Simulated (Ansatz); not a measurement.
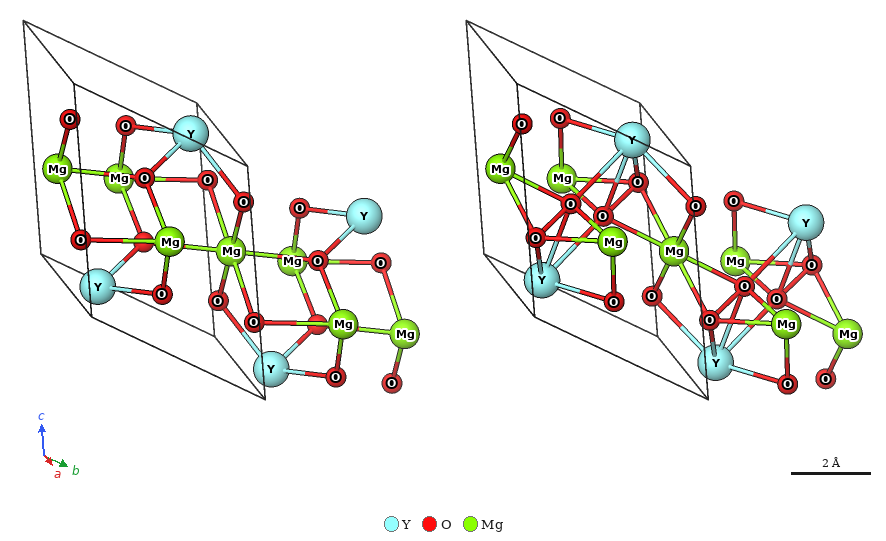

Two geometries of solid YMgO$_{4}$ (a generated structure, set up in Imma), drawn at one scale. One is the start of a relaxation, the other its converged end. A ball-and-stick model of the cell of the calculation, repeated 1 × 2 × 1 with one cell outlined, seen slightly off an axis.

These are results of Ansatz, DFT, PAW plane waves, r2SCAN, not measurements. Settings: plane-wave cutoff 500 eV; k-point mesh 4 × 4 × 4; occupations fermi dirac; smearing width 0.1 eV; no spin polarisation; atoms relaxed in a fixed cell; at most 60 steps.

**Which of the two is the end point?**

The right one is the relaxed one. The start is a swapped structure. Over 9 geometry steps the energy falls by 5.009 eV per cell of the calculation. Largest force component: 3.8 eV/Å at the start, 0.0033 eV/Å at the end. The largest moves, 0.78 Å, are those of O atoms. Largest moves by element: O 0.78 Å, Y 0.26 Å. Mg stays in place. The cell doesn't change. Some distances before and after: O–O 2.748 → 1.504 Å, O–Y 3.382 → 2.480 Å, O–Y 1.977 → 2.608 Å, Mg–O 2.253 → 2.028 Å. New bonds form: O–Y (3.38 → 2.48 Å). Among the angles between lasting bonds that change: O–Mg–O 104.8° → 136.5°, O–Y–O 114.2° → 134.9°, O–Y–O 171.2° → 152.0°. The space group stays Imma (No. 74). The run took of the order of 7 core-minutes on a shared host.
